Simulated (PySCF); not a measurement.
# H$_{2}$S$_{2}$, SMILES `SS`: electronic structure

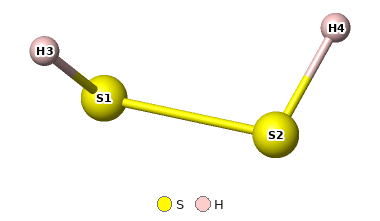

The molecule, with its atoms numbered as below. No frequency check shows the geometry to be a minimum.

Cartesian coordinates (Å):

```
S1       1.0201   -0.0704   -0.0522
S2      -1.0201    0.0704   -0.0522
H3       1.2771    0.8998    0.8356
H4      -1.2771   -0.8998    0.8356
```

## 1. Excited states

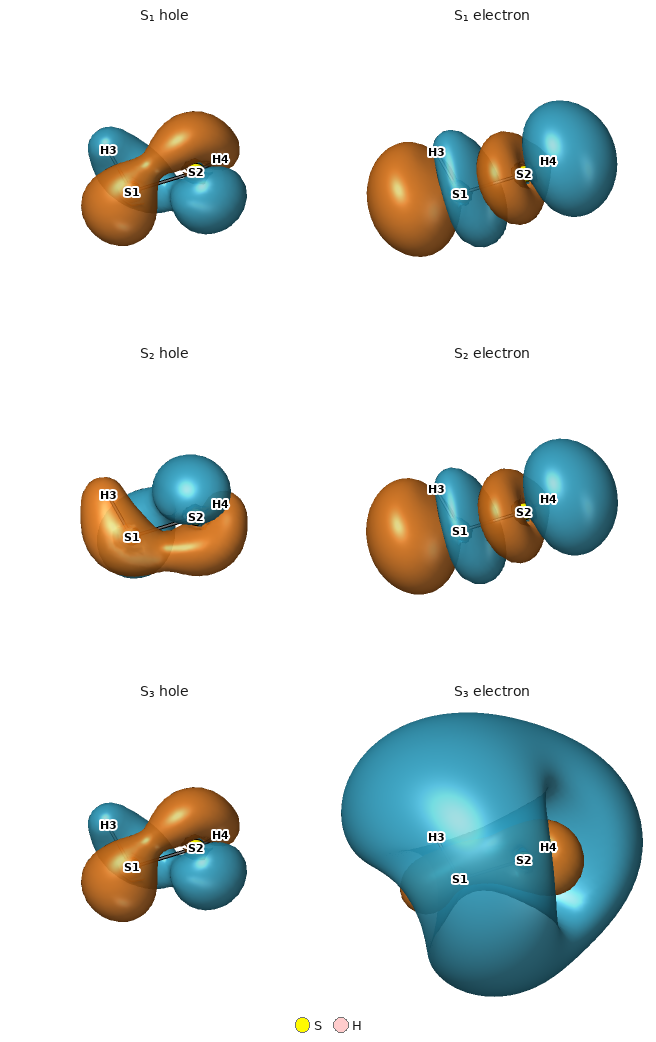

Leading natural transition orbitals (TDA singlet states).

Computed with PySCF, PBE0/aug-cc-pVDZ, geometry: GFN2-xTB.

**Give the energy and character of each state.**

By state:
- S₁: 4.77 eV (260 nm), f = 0.004, partly diffuse acceptor orbital; the leading pair carries 100 %; hole on S1 and S2 (46 % each), electron on S1 and S2 (45 % each) (atom shares of so diffuse an orbital are rough); their centroids lie 0.1 Å apart.
- S₂: 5.03 eV (246 nm), f = 0.013, partly diffuse acceptor orbital; the leading pair carries 99 %; hole on S1 and S2 (45 % each), electron on S1 and S2 (45 % each) and H3 and H4 (5 % each) (atom shares of so diffuse an orbital are rough); their centroids lie 0.1 Å apart.
- S₃: 5.80 eV (214 nm), f = 0.015, diffuse (Rydberg-like) orbital; the leading pair carries 97 %; hole on S1 and S2 (46 % each), electron on S1 and S2 (28 % each) and H3 and H4 (22 % each) (atom shares of so diffuse an orbital are rough); their centroids lie 0.8 Å apart.

## 2. Removing or adding an electron

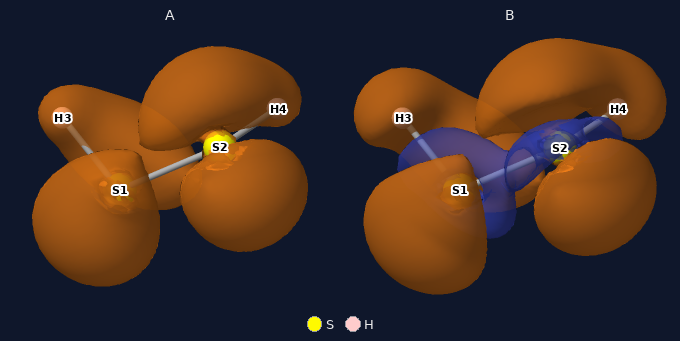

The Fukui function f⁻ from two separate SCF calculations and the density of the HOMO, at ±0.02 e/Å³ (orange positive, blue negative).

Method: M06-2X/def2-SVPD; geometry: GFN2-xTB; program: PySCF.

**Which panel is which, and how good is the frozen-orbital picture?**

B is f⁻ (it has negative regions), A the HOMO density. The HOMO lies on S1 and S2 (46 % each); f⁻ (Hirshfeld-condensed) is largest on S1 and S2 (0.41 each); the vertical ionisation energy is 10.08 eV. Relaxation shifts 9 % of the electron between atoms. The orbital energy is −8.68 eV.

## 3. Stretching a bond

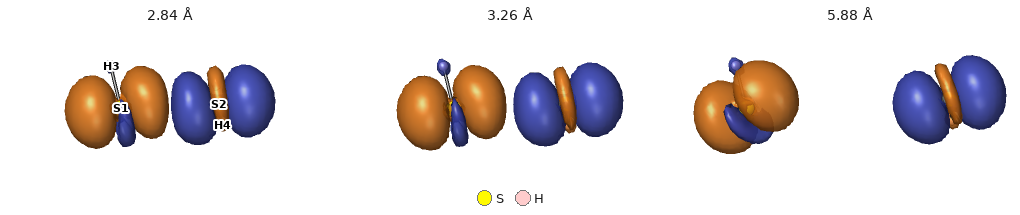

Rigid stretch of the S1–S2 bond. Broken-symmetry UHF spin density at ±0.03 e/Å³ (orange: α, blue: β).

PySCF calculation, def2-TZVP basis, gas phase; geometry: GFN2-xTB.

**How does the broken-symmetry solution share the spin, and how far is it from a pure singlet?**

At 5.88 Å excess α spin lies mostly on S1 and excess β on S2; the two could be swapped at no cost. ⟨S²⟩ is 0.82 at 2.84 Å, 0.97 at 3.26 Å and 1.03 at 5.88 Å, against 0 for a pure singlet and 1 for an equal mix of singlet and triplet.

**Where does the UHF solution part from RHF?**

Between 2.31 Å (⟨S²⟩ = 0, the two coincide) and 2.52 Å (⟨S²⟩ = 0.42); at 5.88 Å ⟨S²⟩ is 1.03 and UHF lies 5.2 eV below RHF.

**How much energy does the stretch cost?**

By CASSCF, 2.1 eV from the lowest point of the scan (2.10 Å) to 5.88 Å; RHF gives 6.6 eV from its own lowest point. The fragments aren't relaxed and dynamic correlation is missing, so this isn't a bond dissociation energy.
